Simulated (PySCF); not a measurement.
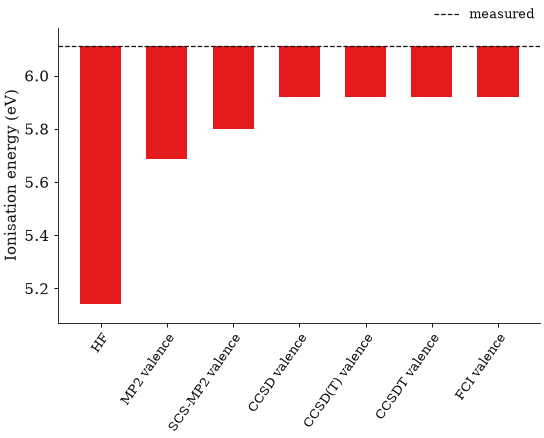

The ionisation energy of an atom or ion with 20 electrons in the configuration [Ar] 4s² by several methods. PySCF, aug-cc-pVTZ-X2C, spin-free X2C-1e, unrestricted single determinants, no spin-orbit coupling. Methods marked “valence” freeze 18 core electrons.

Q: Which atom or ion is it?

A: Neutral calcium. The values run from 5.140 eV (HF) to 5.919 eV (CCSD valence, CCSD(T) valence, CCSDT valence and FCI valence). The measured value is 6.113 eV; nearest to it come CCSD valence (−0.194) and FCI valence (−0.194), furthest HF (−0.973 eV).
